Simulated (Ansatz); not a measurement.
## Electronic structure of AlClH6O2Si2 in real space

The calculation's input:

```
crystal:
  periodic: [false, false, false]
  atoms:
    - {symbol: Al, position_ang: [0.469120, -1.002793, -0.328728]}
    - {symbol: Cl, position_ang: [1.307775, -2.809887, -0.940823]}
    - {symbol: O, position_ang: [-1.001396, -1.012813, 0.478701]}
    - {symbol: O, position_ang: [1.279408, 0.429775, -0.653969]}
    - {symbol: Si, position_ang: [-2.450399, -1.047241, 1.265735]}
    - {symbol: Si, position_ang: [2.101815, 1.817080, -0.999382]}
    - {symbol: H, position_ang: [-3.048150, 0.321379, 1.296529]}
    - {symbol: H, position_ang: [-3.392500, -1.969597, 0.564096]}
    - {symbol: H, position_ang: [-2.255392, -1.522114, 2.668330]}
    - {symbol: H, position_ang: [3.235990, 1.986592, -0.042435]}
    - {symbol: H, position_ang: [2.641218, 1.760518, -2.390972]}
    - {symbol: H, position_ang: [1.189508, 2.994104, -0.882885]}
basis:
  gaussian: {orbitals: def2-SVPD}
hamiltonian: {xc: {name: PBE0}}
output: {forces: true, orbitals: {seedname: orbitals}}
```

Launched as:

```sh
ansatz run input.yaml --threads 2 --pin off --max-ram 6090MiB --events-out events.jsonl --progress --plain --runs-dir runs
```

Geometry: PBE0-D4/def2-SVP.

Level of theory: Ansatz 0.2.0, isolated molecule in a Gaussian basis; Kohn-Sham density functional theory, functional PBE0.

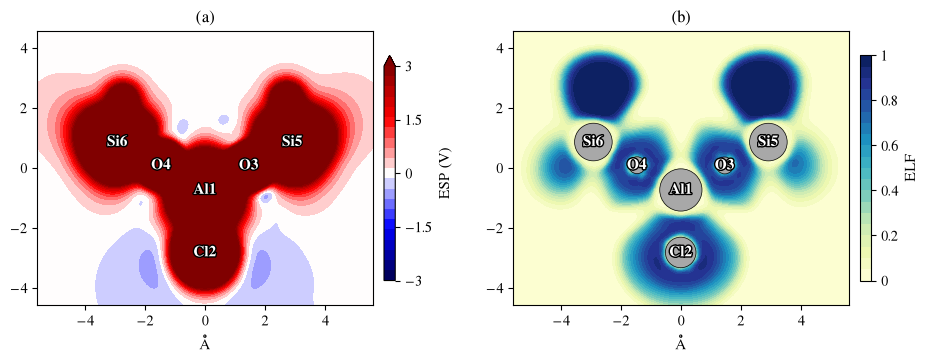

Figure 1. (a) electrostatic potential; (b) ELF on the plane of atoms O3, Al1 and O4. Grey discs cover the atomic cores in the ELF map.

**What do the fields say about this system?**

- Atoms in the plane: Al, Cl, O and Si.
- Si–O (1.65 Å): the ELF peaks at about 0.85 between the atoms, as expected for a polar covalent bond.
- Al–O (1.68 Å): the ELF peaks at about 0.85 in the valence shell of O, 0.6 Å from its nucleus, and is about 0.35 at the midpoint.
- Al–Cl (2.08 Å): the ELF peaks at about 0.90 in the valence shell of Cl, 0.9 Å from its nucleus, and is about 0.85 at the midpoint.
- The ELF also peaks beside Cl2, away from the bonds: lone-pair regions.
- Outside the dense part of the molecule the potential is most negative (−0.5 V) near O3 and O4.

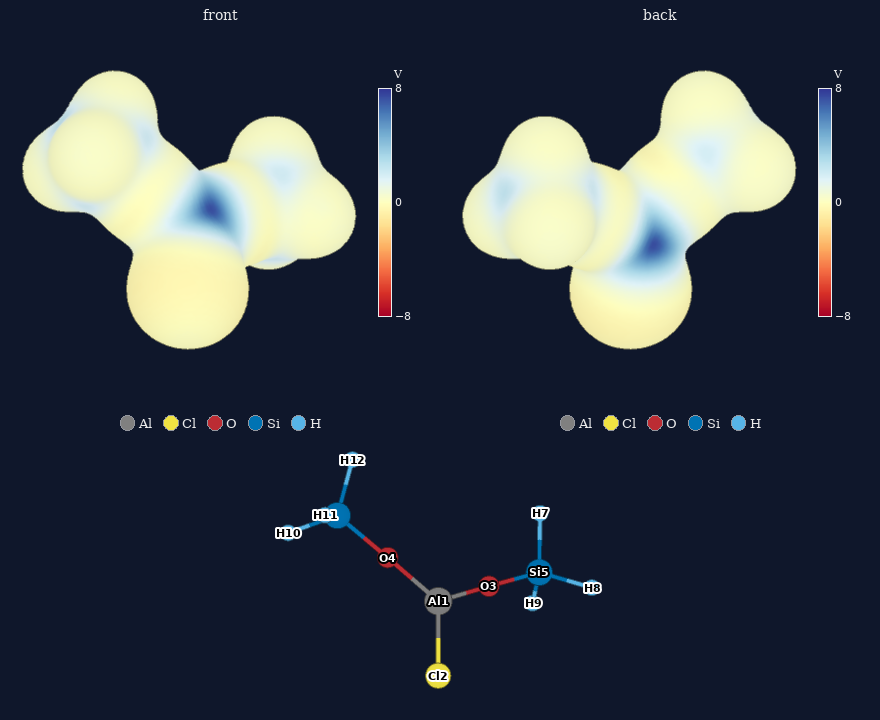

Figure 2. The molecular electrostatic potential painted on the density surface at 0.004 e/bohr³, seen from the front and from behind; the colour scale runs from red (negative) to blue (positive). The bare structure is drawn below in the same view.

**Describe the electrostatic potential map.**

The most negative region (about −0.5 V, or −12 kcal/mol for a unit charge) lies over Cl2, the most positive (about +6.8 V, or +157 kcal/mol for a unit charge) over Al1.

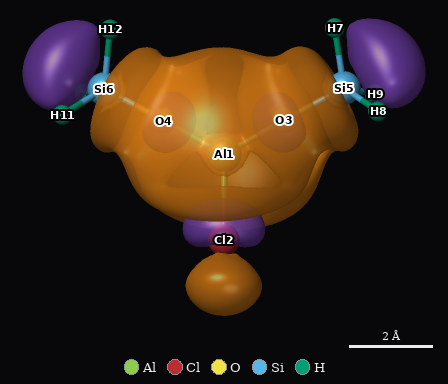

Figure 3. One frontier orbital at ±0.05 Å⁻³ᐟ² (orange and purple are the two phases), seen across its widest extent.

**Which orbital is it: HOMO or LUMO?**

The LUMO, at −1.22 eV. It lies mainly on Al1 (about 50 %), Cl2 (about 10 %), Si5 (about 10 %) and Si6 (about 10 %).
